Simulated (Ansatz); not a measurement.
Input file:

```
crystal:
  periodic: [false, false, false]
  atoms:
    - {symbol: B, position_ang: [-2.237070, 1.245630, 0.421887]}
    - {symbol: P, position_ang: [-3.206695, -0.207786, 0.353747]}
    - {symbol: Si, position_ang: [-1.687733, -0.509319, 1.822254]}
    - {symbol: H, position_ang: [-1.605651, 2.240221, 0.440850]}
    - {symbol: H, position_ang: [-0.634603, 0.454895, 2.220680]}
    - {symbol: H, position_ang: [-1.663057, -1.805546, 2.528172]}
basis:
  gaussian: {orbitals: def2-TZVPD}
total_charge: 1
hamiltonian: {xc: {name: PBE0}}
output: {forces: true, orbitals: {seedname: orbitals}}
```

Run with:

```sh
ansatz run input.yaml --threads 2 --pin off --max-ram 4350MiB --events-out events.jsonl --progress --plain --runs-dir runs
```

Geometry: PBE0-D4/def2-TZVP.

Computed with Ansatz, isolated molecule in a Gaussian basis; Kohn-Sham density functional theory, functional PBE0.

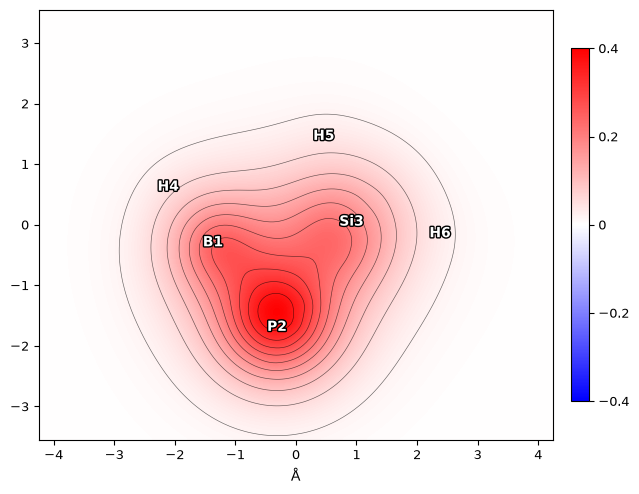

BH₃PSi (charge +1). One frontier orbital on a plane 0.8 Å above the molecular plane (values in Å⁻³ᐟ²; the overall sign is arbitrary).

Q: Which orbital is it: HOMO or LUMO?

A: The HOMO, at −13.86 eV. By Hirshfeld shares it lies mainly on P2 (about 50 %), Si3 (about 25 %) and B1 (about 25 %); it changes sign across the molecular plane (π type); π-bonding across B1–P2 and P2–Si3.
